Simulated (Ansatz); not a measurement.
# C4H8F2: how energies converge with the basis set

Aim: see how fast density functionals converge with the basis set for C4H8F2.

Program: Ansatz 0.2.0, Gaussian basis. Level of theory: one geometry, several basis sets. These are calculated values, not measurements.

Levels to be run: PBE0-D4/def2-SVP; ωB97M-V/def2-SVP; PBE0-D4/def2-QZVPP; ωB97M-V/def2-QZVPP; the functionals' def2-TZVPP values are taken from earlier runs.

## 1. The relaxed structure

An earlier PBE0-D4 in a triple-zeta def2 set relaxation fixed the geometry.

SMILES `CC(C)C(F)F`, 14 atoms, charge 0, spin multiplicity 1.

Atoms are counted from 1 here; the program's logs count them from 0.

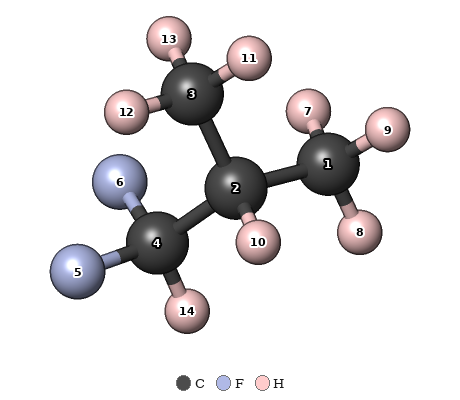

The geometry (carbon dark grey, fluorine light blue, hydrogen pink); atoms are numbered from 1 in the order of the file.

As a file:

```xyz
14
C4H8F2
C    -1.18161   -0.70769    0.51756
C     0.20811   -0.35139    0.01072
C     0.18872    0.12861   -1.43252
C     0.84415    0.66923    0.92564
F     2.12396    0.92932    0.54511
F     0.17200    1.85252    0.88020
H    -1.84438    0.15942    0.47271
H    -1.15789   -1.06290    1.55127
H    -1.61852   -1.49733   -0.09639
H     0.84938   -1.23785    0.08458
H    -0.21836   -0.64990   -2.08075
H     1.19097    0.37577   -1.78495
H    -0.43849    1.01640   -1.53705
H     0.86905    0.34638    1.97266
```

## 2. PBE0-D4 in def2-SVP

Contents of in.yaml:

```yaml
crystal:
  periodic: [false, false, false]
  atoms:
    - {symbol: C, position_ang: [-1.181611, -0.707689, 0.517563]}
    - {symbol: C, position_ang: [0.208114, -0.351388, 0.010720]}
    - {symbol: C, position_ang: [0.188724, 0.128610, -1.432524]}
    - {symbol: C, position_ang: [0.844154, 0.669227, 0.925644]}
    - {symbol: F, position_ang: [2.123964, 0.929324, 0.545113]}
    - {symbol: F, position_ang: [0.172002, 1.852517, 0.880202]}
    - {symbol: H, position_ang: [-1.844380, 0.159422, 0.472709]}
    - {symbol: H, position_ang: [-1.157890, -1.062896, 1.551271]}
    - {symbol: H, position_ang: [-1.618525, -1.497330, -0.096387]}
    - {symbol: H, position_ang: [0.849377, -1.237855, 0.084581]}
    - {symbol: H, position_ang: [-0.218364, -0.649899, -2.080747]}
    - {symbol: H, position_ang: [1.190971, 0.375773, -1.784953]}
    - {symbol: H, position_ang: [-0.438485, 1.016403, -1.537048]}
    - {symbol: H, position_ang: [0.869048, 0.346380, 1.972657]}
basis:
  gaussian: {orbitals: def2-SVP}
hamiltonian: {xc: pbe0, dispersion: d4}
output: {orbitals: {seedname: orbitals}}
```

Command:

```
$ ansatz run in.yaml --threads 4 --pin off --events-out ev --progress --plain --max-ram 11315MiB
```

The program printed:

```text
Functional definition: PBE0
  name "PBE0"
  cite "Adamo & Barone, J. Chem. Phys. 110, 6158 (1999) doi:10.1063/1.478522"
  cite "Perdew, Burke & Ernzerhof, Phys. Rev. Lett. 77, 3865 (1996) doi:10.1103/PhysRevLett.77.3865"
  parent pbe
  parameter a = 0.25
  parameter kappa = 0.804
  parameter beta = 0.06672455060314922
  exchange = (1 - a)*pbe_x(kappa = kappa, mu = beta*pi^2/3) + a*exact_x
  correlation = pbe_c(beta = beta)
1392 factors; their error is unknown
mean field evaluation 1: about -9688.7961 eV, gradient 5.3e1 eV
mean field evaluation 2: about -9687.5712 eV, gradient 5.7e1 eV
mean field evaluation 4: about -9695.1464 eV, gradient 1.5e0 eV
mean field evaluation 8: about -9695.1504 eV, gradient 2.2e-2 eV
mean field evaluation 16: about -9695.1398 eV, gradient 4.8e-5 eV
mean field -9695.13980497 eV, -356.2898162308 hartree, gradient 4.8e-5 eV, S^2 0.000000; 0 other end points of the search recorded, 0 dependent functions left out
reference -9695.13982863 eV, -356.2898171002 hartree; 25, 25 occupied and 99, 99 virtual orbitals, 1392 factors
Total energy: -9695.35185252 eV, -356.2976088346 hartree
```

It took 0.75 s on 4 threads of Intel Xeon 6975P-C, shared host; peak memory 0.3 GiB.

## 3. ωB97M-V in def2-SVP

Edit in.yaml of step 2 so:

```diff
@@ -19,3 +19,3 @@
   gaussian: {orbitals: def2-SVP}
-hamiltonian: {xc: pbe0, dispersion: d4}
+hamiltonian: {xc: {name: wB97M-V}}
 output: {orbitals: {seedname: orbitals}}
```

Launched as before.

The program printed (excerpt; [...] marks lines left out):

```text
Functional definition: wB97M-V
  name "wB97M-V"
  cite "Mardirossian & Head-Gordon, J. Chem. Phys. 144, 214110 (2016) doi:10.1063/1.4952647"
  cite "Becke, J. Chem. Phys. 107, 8554 (1997) doi:10.1063/1.475007"
  cite "Vydrov & Van Voorhis, J. Chem. Phys. 133, 244103 (2010) doi:10.1063/1.3521275"
  # Of w^i u^j: cxij and so on, Table III.
[...]
  gx(w, u) = 1 - cx + cx01*u + cx10*w
  gss(w, u) = css00 + css04*u^4 + css10*w + css20*w^2 + css43*w^4*u^3
  gos(w, u) = cos00 + cos10*w + (cos20 + cos21*u)*w^2 + (cos60 + cos61*u)*w^6
[...]
      + integral(e_c_pw_mod_opposite_spin*gos(b97_w_opposite, b97_u_opposite)) + vv10(b, c)
1392 factors; their error is unknown
324 factors; integrals over basis functions are off by at most 7.1e-6 eV
[...]
mean field -9701.47434657 eV, -356.5226063410 hartree, gradient 1.7e-5 eV, S^2 0.000000; 0 other end points of the search recorded, 0 dependent functions left out
reference -9701.47438460 eV, -356.5226077384 hartree; 25, 25 occupied and 99, 99 virtual orbitals, 1392 factors
Total energy: -9701.47438460 eV, -356.5226077384 hartree
```

It took 2.4 s on 4 threads of Intel Xeon 6975P-C, shared host; peak memory 0.41 GiB.

## 4. PBE0-D4 in def2-QZVPP

Edit in.yaml of step 3 so:

```diff
@@ -18,4 +18,4 @@
 basis:
-  gaussian: {orbitals: def2-SVP}
-hamiltonian: {xc: {name: wB97M-V}}
+  gaussian: {orbitals: "def2-QZVPP.json"}
+hamiltonian: {xc: pbe0, dispersion: d4}
 output: {orbitals: {seedname: orbitals}}
```

The command is unchanged.

The program printed:

```text
Functional definition: PBE0
  name "PBE0"
  cite "Adamo & Barone, J. Chem. Phys. 110, 6158 (1999) doi:10.1063/1.478522"
  cite "Perdew, Burke & Ernzerhof, Phys. Rev. Lett. 77, 3865 (1996) doi:10.1103/PhysRevLett.77.3865"
  parent pbe
  parameter a = 0.25
  parameter kappa = 0.804
  parameter beta = 0.06672455060314922
  exchange = (1 - a)*pbe_x(kappa = kappa, mu = beta*pi^2/3) + a*exact_x
  correlation = pbe_c(beta = beta)
1570 factors; their error is unknown
mean field evaluation 1: about -9697.0376 eV, gradient 6.8e1 eV
mean field evaluation 2: about -9693.1962 eV, gradient 7.6e1 eV
mean field evaluation 4: about -9706.9113 eV, gradient 3.1e0 eV
mean field evaluation 8: about -9706.9282 eV, gradient 5.3e-2 eV
mean field evaluation 16: about -9706.9257 eV, gradient 8.1e-5 eV
mean field -9706.92565074 eV, -356.7229380743 hartree, gradient 8.1e-5 eV, S^2 0.000000; 0 other end points of the search recorded, 0 dependent functions left out
reference -9706.92568896 eV, -356.7229394788 hartree; 25, 25 occupied and 557, 557 virtual orbitals, 1570 factors
Total energy: -9707.13771286 eV, -356.7307312132 hartree
```

Run time: 6.5 s. Hardware: 4 threads of Intel Xeon 6975P-C, shared host; peak memory 2.4 GiB.

## 5. ωB97M-V in def2-QZVPP

Edit in.yaml of step 4 so:

```diff
@@ -19,3 +19,3 @@
   gaussian: {orbitals: "def2-QZVPP.json"}
-hamiltonian: {xc: pbe0, dispersion: d4}
+hamiltonian: {xc: {name: wB97M-V}}
 output: {orbitals: {seedname: orbitals}}
```

Launched as before.

The program printed (excerpt; [...] marks lines left out):

```text
Functional definition: wB97M-V
  name "wB97M-V"
  cite "Mardirossian & Head-Gordon, J. Chem. Phys. 144, 214110 (2016) doi:10.1063/1.4952647"
  cite "Becke, J. Chem. Phys. 107, 8554 (1997) doi:10.1063/1.475007"
  cite "Vydrov & Van Voorhis, J. Chem. Phys. 133, 244103 (2010) doi:10.1063/1.3521275"
  # Of w^i u^j: cxij and so on, Table III.
[...]
  gx(w, u) = 1 - cx + cx01*u + cx10*w
  gss(w, u) = css00 + css04*u^4 + css10*w + css20*w^2 + css43*w^4*u^3
  gos(w, u) = cos00 + cos10*w + (cos20 + cos21*u)*w^2 + (cos60 + cos61*u)*w^6
[...]
      + integral(e_c_pw_mod_opposite_spin*gos(b97_w_opposite, b97_u_opposite)) + vv10(b, c)
1570 factors; their error is unknown
418 factors; integrals over basis functions are off by at most 5.9e-6 eV
[...]
mean field -9713.66971267 eV, -356.9707777787 hartree, gradient 2.3e-5 eV, S^2 0.000000; 0 other end points of the search recorded, 0 dependent functions left out
reference -9713.66977293 eV, -356.9707799933 hartree; 25, 25 occupied and 557, 557 virtual orbitals, 1570 factors
Total energy: -9713.66977293 eV, -356.9707799933 hartree
```

It took 12 s on 4 threads of Intel Xeon 6975P-C, shared host; peak memory 2.8 GiB.

## 6. Functionals by basis

The def2-TZVPP values come from earlier runs at the same geometry.

```
functional       basis  functions  energy (eV)  from the largest (eV)  HOMO (eV)  LUMO (eV)
   PBE0-D4    def2-SVP        124   -9695.3519                 11.786      -9.09       1.70
   PBE0-D4  def2-TZVPP        298   -9706.6245                  0.513      -9.18       1.12
   PBE0-D4  def2-QZVPP        582   -9707.1377                  0.000      -9.21       0.66
   ωB97M-V    def2-SVP        124   -9701.4744                 12.195     -11.46       3.35
   ωB97M-V  def2-TZVPP        298   -9713.1742                  0.496     -11.56       2.55
   ωB97M-V  def2-QZVPP        582   -9713.6698                  0.000     -11.59       1.81
```

## 7. Results

| quantity | value |
| --- | --- |
| PBE0-D4: double and triple zeta above quadruple | 11.79, 0.51 eV |
| ωB97M-V: double and triple zeta above quadruple | 12.20, 0.50 eV |

In words: For PBE0-D4 the step from double to triple zeta gains 11.27 eV and the next only 0.51 eV. Total energies overstate the basis error of differences, where much of it tends to cancel. The LUMO of ωB97M-V is positive and keeps falling with the basis (3.35 to 1.81 eV): an unbound level that the basis holds in place.

For PBE0-D4 the largest set took about 9 times as long as the smallest (6.5 s against 0.75 s).
